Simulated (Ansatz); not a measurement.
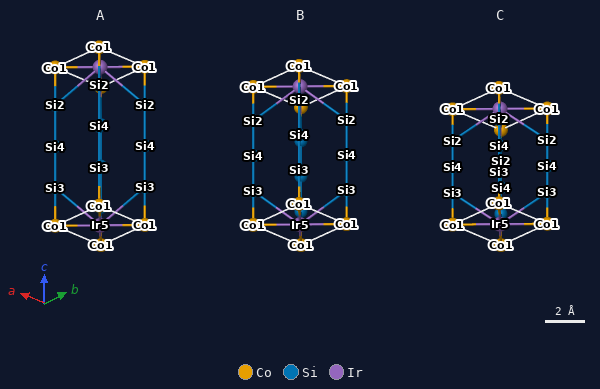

3 geometries from one relaxation of solid CoSi3Ir (a generated structure, set up in P4/mmm) (coarse preliminary run), in shuffled order. The picture is a ball-and-stick view of the cell of the calculation, seen from a free direction.

These are results of DFT PBE, scalar-relativistic, plane waves, PAW in Ansatz 0.2.0, not measurements. Set-up: plane-wave cutoff 420 eV; k-point mesh 6 × 6 × 4; occupations gaussian; smearing width 0.1 eV; collinear spin; cell and atoms relaxed; force threshold 0.04 eV/Å; at most 70 steps.

> Order the frames from highest to lowest energy.

C, B, A. They are steps 0, 4, 13, at +4169 meV per atom, +315 meV per atom relative to the last. Over 11 accepted moves (13 points after the start) the energy falls by 4169 meV per atom. Largest force component: 33 eV/Å at the start, 0.0055 eV/Å at the end. Pressure: 99.87 GPa at the start and 0.04 GPa at the end. The SCF was repeated twice at an unchanged geometry on a basis and grid sized afresh for the cell, which shifted the energy by 84.1 meV per atom at most. The largest moves relative to the cell, 0.31 Å, are those of Si2 and Si3. Si3 goes along −c. Co and Ir stay in place. The drawn cell changes as follows: a = b 3.463 → 3.272 Å (−5.5 %), c 6.645 → 9.119 Å (+37.2 %); the volume changes by +22.5 %. Some distances before and after: Si2–Si3 3.024 → 4.767 Å, Si2–Si4 1.512 → 2.383 Å, Co1–Si2 1.811 → 2.176 Å, Co1–Ir5 2.449 → 2.314 Å. The space group stays P4/mmm (No. 123). The program noted that the starting moments weren't kept. The run may lie on a higher electronic state than the lowest, so the end point isn't shown to be the ground-state structure. The run took 6.5 min on 1 thread of AMD EPYC (Zen 3) (shared host), peak memory 0.51 GiB.
